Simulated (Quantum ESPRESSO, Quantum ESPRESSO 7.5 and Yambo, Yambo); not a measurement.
# Quasiparticle gap of CdF2 (Fm-3m) in Yambo

How does a plane-wave GW calculation on CdF2 (Fm-3m) run from the first input to the gap?

Method: PBE and many-body steps on it, plane waves, in Quantum ESPRESSO 7.5 and Yambo 5.3.0.

## Step 1: Starting point

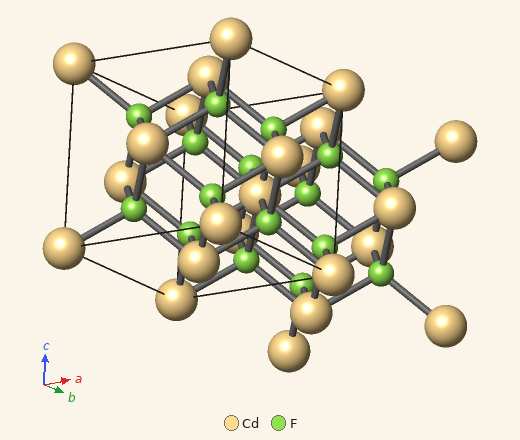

The starting structure, seen from a free direction (cadmium orange, fluorine green). 1×2×1 cells are drawn. This picture shows the conventional cell, with its axes. Some periodic images of atoms are drawn too.

The cell and positions come from the Crystallography Open Database and are kept as given unless a step says otherwise.

## Step 2: Ground state

This step: Quantum ESPRESSO 7.5; DFT, PBE, plane waves, norm-conserving pseudopotentials.

The ground-state density comes first.

The input, pw.in:

```
&control
  calculation = 'scf'
  prefix = 'x'
  outdir = 'o'
  pseudo_dir = 'pseudo'
/
&system
  ibrav = 0
  nat = 3
  ntyp = 2
  ecutwfc = 94.0
  nbnd = 22
  force_symmorphic = .true.
/
&electrons
  conv_thr = 1e-10
  electron_maxstep = 80
  mixing_beta = 0.5
/
ATOMIC_SPECIES
  Cd 112.41 Cd.upf
  F 18.998 F.upf
CELL_PARAMETERS angstrom
  0.0000000000 2.6940000000 2.6940000000
  2.6940000000 0.0000000000 2.6940000000
  2.6940000000 2.6940000000 -0.0000000000
ATOMIC_POSITIONS crystal
  Cd 0.0000000000 0.0000000000 0.0000000000
  F 0.2500000000 0.2500000000 0.2500000000
  F 0.7500000000 0.7500000000 0.7500000000
K_POINTS automatic
  6 6 6 0 0 0
```

Launch:

```bash
$ OMP_NUM_THREADS=1 mpirun -n 4 pw.x -nk 4 -in pw.in > pw.out
```

Log:

```text
Program PWSCF v.7.5 starts

     This program is part of the open-source Quantum ESPRESSO suite
     for quantum simulation of materials; please cite
         "P. Giannozzi et al., J. Phys.:Condens. Matter 21 395502 (2009);
         "P. Giannozzi et al., J. Phys.:Condens. Matter 29 465901 (2017);
         "P. Giannozzi et al., J. Chem. Phys. 152 154105 (2020);
     in publications or presentations arising from this work. More details at
     Message from routine setup:
     using ibrav=0 with symmetry is DISCOURAGED, use correct ibrav instead

     G-vector sticks info

     bravais-lattice index     =            0
     lattice parameter (alat)  =       7.1997  a.u.
     unit-cell volume          =     263.8878 (a.u.)^3
     number of atoms/cell      =            3
     number of atomic types    =            2
     number of electrons       =        34.00
     number of Kohn-Sham states=           22
     kinetic-energy cutoff     =      94.0000  Ry
     charge density cutoff     =     376.0000  Ry
     scf convergence threshold =      1.0E-10
     mixing beta               =       0.5000
     number of iterations used =            8  plain     mixing
     Exchange-correlation= PBE
                           (   1   4   3   4   0   0   0)

     celldm(1)=   7.199651  celldm(2)=   0.000000  celldm(3)=   0.000000
     celldm(4)=   0.000000  celldm(5)=   0.000000  celldm(6)=   0.000000

     crystal axes: (cart. coord. in units of alat)
               a(1) = (   0.000000   0.707107   0.707107 )
               a(2) = (   0.707107   0.000000   0.707107 )
               a(3) = (   0.707107   0.707107  -0.000000 )

     reciprocal axes: (cart. coord. in units 2 pi/alat)
               b(1) = ( -0.707107  0.707107  0.707107 )
               b(2) = (  0.707107 -0.707107  0.707107 )
               b(3) = (  0.707107  0.707107 -0.707107 )
     Pseudo is Norm-conserving + core correction, Zval = 20.0
     Generated using ONCVPSP code by D. R. Hamann
     Using radial grid of 1368 points,  6 beta functions with:
     Pseudo is Norm-conserving + core correction, Zval =  7.0
     Generated using ONCVPSP code by D. R. Hamann
     Using radial grid of  832 points,  5 beta functions with:
     Cd               20.00   112.41000     Cd( 1.00)
     F                 7.00    18.99800     F ( 1.00)

     48 Sym. Ops., with inversion, found

   Cartesian axes

     site n.     atom                  positions (alat units)
         1        Cd     tau(   1) = (   0.0000000   0.0000000   0.0000000  )
         2        F      tau(   2) = (   0.3535534   0.3535534   0.3535534  )
         3        F      tau(   3) = (   1.0606602   1.0606602   1.0606602  )

     number of k points=    16
                       cart. coord. in units 2pi/alat
        k(    1) = (   0.0000000   0.0000000   0.0000000), wk =   0.0092593
        k(    2) = (   0.1178511   0.1178511  -0.1178511), wk =   0.0740741
        k(    3) = (   0.2357023   0.2357023  -0.2357023), wk =   0.0740741
        k(    4) = (  -0.3535534  -0.3535534   0.3535534), wk =   0.0370370
        k(    5) = (   0.2357023   0.0000000  -0.0000000), wk =   0.0555556
        k(    6) = (   0.3535534   0.1178511  -0.1178511), wk =   0.2222222
        k(    7) = (  -0.2357023  -0.4714045   0.4714045), wk =   0.2222222
        k(    8) = (  -0.1178511  -0.3535534   0.3535534), wk =   0.2222222
        k(    9) = (   0.0000000  -0.2357023   0.2357023), wk =   0.1111111
        k(   10) = (   0.4714045   0.0000000  -0.0000000), wk =   0.0555556
     [... 4 further rows ...]
        k(   15) = (  -0.1178511  -0.3535534   0.5892557), wk =   0.2222222
        k(   16) = (  -0.7071068   0.2357023   0.0000000), wk =   0.1111111

     Dense  grid:    32647 G-vectors     FFT dimensions: (  45,  45,  45)

     Initial potential from superposition of free atoms

     starting charge      33.9997, renormalised to      34.0000
     Starting wfcs are   18 randomized atomic wfcs +    4 random wfcs

     per-process dynamical memory:    28.7 Mb

     Self-consistent Calculation

     iteration #  1     ecut=    94.00 Ry     beta= 0.50

     total energy              =    -449.30280373 Ry
     estimated scf accuracy    <       0.38882180 Ry

     iteration #  2     ecut=    94.00 Ry     beta= 0.50

     total energy              =    -449.41312000 Ry
     estimated scf accuracy    <       0.06893993 Ry

     iteration #  3     ecut=    94.00 Ry     beta= 0.50

     total energy              =    -449.42409432 Ry
     estimated scf accuracy    <       0.00414792 Ry

     iteration #  4     ecut=    94.00 Ry     beta= 0.50

     total energy              =    -449.42450811 Ry
     estimated scf accuracy    <       0.00005846 Ry

     iteration #  5     ecut=    94.00 Ry     beta= 0.50

     total energy              =    -449.42452890 Ry
     estimated scf accuracy    <       0.00001264 Ry

     iteration #  6     ecut=    94.00 Ry     beta= 0.50

     total energy              =    -449.42453058 Ry
     estimated scf accuracy    <       0.00000509 Ry

     iteration #  7     ecut=    94.00 Ry     beta= 0.50

     total energy              =    -449.42453169 Ry
     estimated scf accuracy    <       0.00000017 Ry

     iteration #  8     ecut=    94.00 Ry     beta= 0.50

     total energy              =    -449.42453168 Ry
     estimated scf accuracy    <       0.00000006 Ry

     iteration #  9     ecut=    94.00 Ry     beta= 0.50

     total energy              =    -449.42453169 Ry
     estimated scf accuracy    <          5.5E-10 Ry

     iteration # 10     ecut=    94.00 Ry     beta= 0.50

     End of self-consistent calculation

          k = 0.0000 0.0000 0.0000 (  4015 PWs)   bands (ev):

   -91.9104 -53.0067 -53.0067 -53.0067 -14.2017 -13.1009   0.9376   0.9376
     0.9376   2.1378   2.1378   5.5577   5.5577   5.5577   6.0345   6.0345
     6.0345   9.6539  19.2706  19.2706  19.2706  24.2209

          k = 0.1179 0.1179-0.1179 (  4047 PWs)   bands (ev):

   -91.9104 -53.0074 -53.0068 -53.0068 -14.1150 -13.1773   1.0370   1.0370
     1.2245   2.1111   2.1111   4.8415   5.3760   5.3760   5.7987   6.0552
     6.0552  10.6120  18.1609  19.6675  19.6675  25.7131

          k = 0.2357 0.2357-0.2357 (  4068 PWs)   bands (ev):

   -91.9104 -53.0086 -53.0070 -53.0070 -13.8964 -13.3708   1.2134   1.2134
     1.9187   2.1325   2.1325   3.9953   4.9422   4.9506   4.9506   6.1088
     6.1088  12.4815  16.6515  20.5543  20.5543  25.0343

          k =-0.3536-0.3536 0.3536 (  4092 PWs)   bands (ev):

     [... further k-points ...]

     highest occupied, lowest unoccupied level (ev):     6.5104    9.6539

!    total energy              =    -449.42453169 Ry
     estimated scf accuracy    <          4.0E-11 Ry

     The total energy is the sum of the following terms:
     one-electron contribution =    -231.75051497 Ry
     hartree contribution      =     131.90836419 Ry
     xc contribution           =     -70.73906150 Ry
     ewald contribution        =    -278.84331940 Ry

     convergence has been achieved in  10 iterations

     XML data file, charge density, pseudopotentials, collected wavefunctions

=------------------------------------------------------------------------------=
   JOB DONE.
=------------------------------------------------------------------------------=
```

Elapsed: 6.1 s, on 4 MPI ranks of Intel Xeon 6975P-C (Granite Rapids), shared host; peak memory 0.3 GiB; 24 s of CPU time.

Numbers from this step:

```yaml
total_energy: -6114.7323 eV
gap: 3.143 eV
k_of_the_valence_top: 0.1667, -0.5, -0.3333
k_of_the_conduction_bottom: 0, 0, 0
least_direct_gap: 3.619 eV
```

The gap is indirect, with the least direct gap 0.48 eV higher.

## Step 3: Bands along the symmetry lines

The cheap functional maps the bands first; the places of the edges decide which points the dearer methods must see.

The input, pw.in:

```
&control
  calculation = 'bands'
  prefix = 'x'
  outdir = 'o'
  pseudo_dir = 'pseudo'
/
&system
  ibrav = 0
  nat = 3
  ntyp = 2
  ecutwfc = 94.0
  nbnd = 23
  force_symmorphic = .true.
/
&electrons
  conv_thr = 1e-9
  electron_maxstep = 80
  diago_full_acc = .true.
  diago_thr_init = 5e-6
/
ATOMIC_SPECIES
  Cd 112.41 Cd.upf
  F 18.998 F.upf
CELL_PARAMETERS angstrom
  0.0000000000 2.6940000000 2.6940000000
  2.6940000000 0.0000000000 2.6940000000
  2.6940000000 2.6940000000 -0.0000000000
ATOMIC_POSITIONS crystal
  Cd 0.0000000000 0.0000000000 0.0000000000
  F 0.2500000000 0.2500000000 0.2500000000
  F 0.7500000000 0.7500000000 0.7500000000
K_POINTS crystal
  50
  0.00000000 0.00000000 0.00000000 1
  0.06250000 0.00000000 0.06250000 1
  0.12500000 0.00000000 0.12500000 1
  0.18750000 0.00000000 0.18750000 1
  0.25000000 0.00000000 0.25000000 1
  0.31250000 0.00000000 0.31250000 1
  0.37500000 0.00000000 0.37500000 1
  0.43750000 0.00000000 0.43750000 1
  0.50000000 0.00000000 0.50000000 1
  0.51562500 0.03125000 0.51562500 1
  0.53125000 0.06250000 0.53125000 1
  0.54687500 0.09375000 0.54687500 1
  0.56250000 0.12500000 0.56250000 1
  0.57812500 0.15625000 0.57812500 1
  0.59375000 0.18750000 0.59375000 1
  0.60937500 0.21875000 0.60937500 1
  0.62500000 0.25000000 0.62500000 1
  0.37500000 0.37500000 0.75000000 1
  0.32812500 0.32812500 0.65625000 1
  0.28125000 0.28125000 0.56250000 1
  0.23437500 0.23437500 0.46875000 1
  0.18750000 0.18750000 0.37500000 1
  0.14062500 0.14062500 0.28125000 1
  0.09375000 0.09375000 0.18750000 1
  0.04687500 0.04687500 0.09375000 1
  0.00000000 0.00000000 0.00000000 1
  0.06250000 0.06250000 0.06250000 1
  0.12500000 0.12500000 0.12500000 1
  0.18750000 0.18750000 0.18750000 1
  0.25000000 0.25000000 0.25000000 1
  0.31250000 0.31250000 0.31250000 1
  0.37500000 0.37500000 0.37500000 1
  0.43750000 0.43750000 0.43750000 1
  0.50000000 0.50000000 0.50000000 1
  0.50000000 0.46875000 0.53125000 1
  0.50000000 0.43750000 0.56250000 1
  0.50000000 0.40625000 0.59375000 1
  0.50000000 0.37500000 0.62500000 1
  0.50000000 0.34375000 0.65625000 1
  0.50000000 0.31250000 0.68750000 1
  0.50000000 0.28125000 0.71875000 1
  0.50000000 0.25000000 0.75000000 1
  0.50000000 0.21875000 0.71875000 1
  0.50000000 0.18750000 0.68750000 1
  0.50000000 0.15625000 0.65625000 1
  0.50000000 0.12500000 0.62500000 1
  0.50000000 0.09375000 0.59375000 1
  0.50000000 0.06250000 0.56250000 1
  0.50000000 0.03125000 0.53125000 1
  0.50000000 0.00000000 0.50000000 1
```

Log:

```text
[banner, memory and clock lines left out]
Program PWSCF v.7.5 starts

     Atomic positions and unit cell read from directory:
     o/x.save/

     Message from routine setup:
     using ibrav=0 with symmetry is DISCOURAGED, use correct ibrav instead

     G-vector sticks info

     bravais-lattice index     =            0
     lattice parameter (alat)  =       7.1997  a.u.
     unit-cell volume          =     263.8878 (a.u.)^3
     number of atoms/cell      =            3
     number of atomic types    =            2
     number of electrons       =        34.00
     number of Kohn-Sham states=           23
     kinetic-energy cutoff     =      94.0000  Ry
     charge density cutoff     =     376.0000  Ry
     Exchange-correlation= PBE
                           (   1   4   3   4   0   0   0)

     celldm(1)=   7.199651  celldm(2)=   0.000000  celldm(3)=   0.000000
     celldm(4)=   0.000000  celldm(5)=   0.000000  celldm(6)=   0.000000

     crystal axes: (cart. coord. in units of alat)
               a(1) = (   0.000000   0.707107   0.707107 )
               a(2) = (   0.707107   0.000000   0.707107 )
               a(3) = (   0.707107   0.707107  -0.000000 )

     reciprocal axes: (cart. coord. in units 2 pi/alat)
               b(1) = ( -0.707107  0.707107  0.707107 )
               b(2) = (  0.707107 -0.707107  0.707107 )
               b(3) = (  0.707107  0.707107 -0.707107 )
     Pseudo is Norm-conserving + core correction, Zval = 20.0
     Generated using ONCVPSP code by D. R. Hamann
     Using radial grid of 1368 points,  6 beta functions with:
     Pseudo is Norm-conserving + core correction, Zval =  7.0
     Generated using ONCVPSP code by D. R. Hamann
     Using radial grid of  832 points,  5 beta functions with:
     Cd               20.00   112.41000     Cd( 1.00)
     F                 7.00    18.99800     F ( 1.00)

     48 Sym. Ops., with inversion, found

   Cartesian axes

     site n.     atom                  positions (alat units)
         1        Cd     tau(   1) = (   0.0000000   0.0000000   0.0000000  )
         2        F      tau(   2) = (   0.3535534   0.3535534   0.3535534  )
         3        F      tau(   3) = (   1.0606602   1.0606602   1.0606602  )

     number of k points=    50
                       cart. coord. in units 2pi/alat
        k(    1) = (   0.0000000   0.0000000   0.0000000), wk =   0.0400000
        k(    2) = (   0.0000000   0.0883883   0.0000000), wk =   0.0400000
        k(    3) = (   0.0000000   0.1767767   0.0000000), wk =   0.0400000
[...]
[... 38 further rows ...]
        k(   49) = (   0.0441942   0.7071068   0.0000000), wk =   0.0400000
        k(   50) = (   0.0000000   0.7071068   0.0000000), wk =   0.0400000

     Dense  grid:    32647 G-vectors     FFT dimensions: (  45,  45,  45)

     The potential is recalculated from file :
     o/x.save/charge-density

     Starting wfcs are   18 randomized atomic wfcs +    5 random wfcs

     Band Structure Calculation

     End of band structure calculation

          k = 0.0000 0.0000 0.0000 (  4015 PWs)   bands (ev):

   -91.9103 -53.0066 -53.0066 -53.0066 -14.2018 -13.1009   0.9377   0.9377
     0.9377   2.1379   2.1379   5.5577   5.5577   5.5577   6.0345   6.0345
     6.0345   9.6539  19.2706  19.2706  19.2706  24.2210  26.4704

          k = 0.0000 0.0884 0.0000 (  4035 PWs)   bands (ev):

   -91.9104 -53.0067 -53.0067 -53.0067 -14.1850 -13.1157   0.9593   0.9593
[...]
6.0418   9.8549  19.0074  19.3403  19.3403  24.6052  26.1507

          k = 0.0000 0.1768 0.0000 (  4047 PWs)   bands (ev):

[...]
6.0736  10.3733  18.4219  19.5343  19.5343  24.7507  26.2188

          k =-0.0000 0.2652 0.0000 (  4048 PWs)   bands (ev):

[...]
k = 0.0000 0.4419-0.0000 (  4056 PWs)   bands (ev):

[...]
k =-0.0000 0.5303 0.0000 (  4064 PWs)   bands (ev):

[...]
k = 0.0000 0.6187-0.0000 (  4064 PWs)   bands (ev):

[...]
k = 0.4640 0.4640-0.0000 (  4075 PWs)   bands (ev):

[...]
k = 0.3315 0.3315-0.0000 (  4063 PWs)   bands (ev):

[...]
k = 0.3094 0.7071-0.0000 (  4080 PWs)   bands (ev):

[...]
k = 0.2210 0.7071-0.0000 (  4074 PWs)   bands (ev):

[...]
k = 0.1768 0.7071-0.0000 (  4062 PWs)   bands (ev):

[...]
k = 0.0442 0.7071 0.0000 (  4076 PWs)   bands (ev):

[...]
6.4451  14.5688  16.2770  18.4711  20.7596  20.8886  26.0884

          k = 0.0000 0.7071 0.0000 (  4088 PWs)   bands (ev):

   -91.9104 -53.0092 -53.0077 -53.0077 -13.7328 -13.4694   1.1535   1.8889
     1.8889   2.2524   2.4249   3.4542   3.5900   3.5900   6.0229   6.4411
     6.4411  14.5663  16.2381  18.4942  20.8276  20.8276  26.0277

     XML data file, pseudopotentials, collected wavefunctions
```

Wall time 4.5 s (4 MPI ranks); peak memory 0.27 GiB.

Numbers from this step:

```
gap                        : 3.124 eV
k of the valence top       : 0.5, 0.25, 0.75
k of the conduction bottom : 0, 0, 0
least direct gap           : 3.619 eV
```

The gap is 3.124 eV, −0.019 eV from the run before at this level.

The electronic bands at the labelled points (eV, zero at the top of the highest filled band):

```csv
point,band 14,band 15,band 16,band 17,band 18,band 19,band 20,band 21
Γ,-0.97,-0.50,-0.50,-0.50,3.12,12.74,12.74,12.74
X,-2.94,-0.51,-0.09,-0.09,8.04,9.71,11.96,14.30
U,-2.30,-0.95,-0.35,-0.20,7.99,10.79,11.16,14.50
jump to K,-2.30,-0.95,-0.35,-0.20,7.99,10.79,11.16,14.50
Γ,-0.97,-0.50,-0.50,-0.50,3.12,12.74,12.74,12.74
L,-1.83,-1.83,-0.39,-0.39,7.20,9.18,14.53,14.53
W,-1.52,-1.52,-0.60,0.00,8.10,11.53,11.72,11.72
X,-2.94,-0.51,-0.09,-0.09,8.04,9.71,11.96,14.30
```

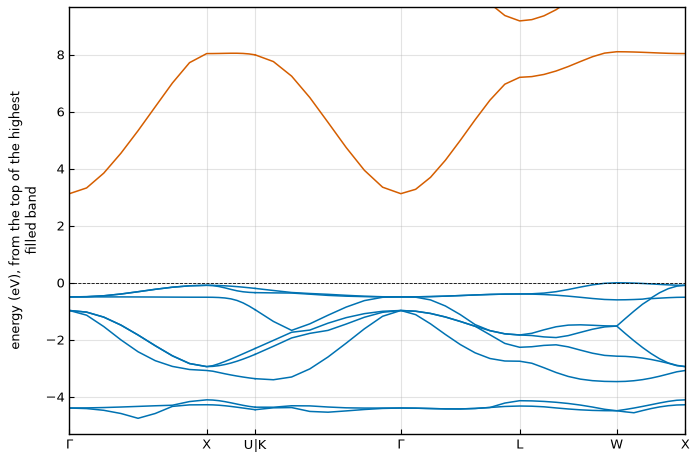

Electronic bands along the path; lines of filled and empty bands in two colours.

(Part 1 of 3 ends here.)

[Paths, hosts, dates, memory and timing lines, banners, echoed tables and standing remarks are left out of the program output.]

[Logs are printed without paths, hosts, clocks, repeated set-up lines and the standing remarks that a program may print on its own settings, such as how far it seeks lower states.]

[Runs of the session that timed out or met a known fault of the program may be left out.]

[Hosts, paths, dates, database ids (printed as entryN), source tags and the programs' standing remarks are cut or masked in the printed files.]
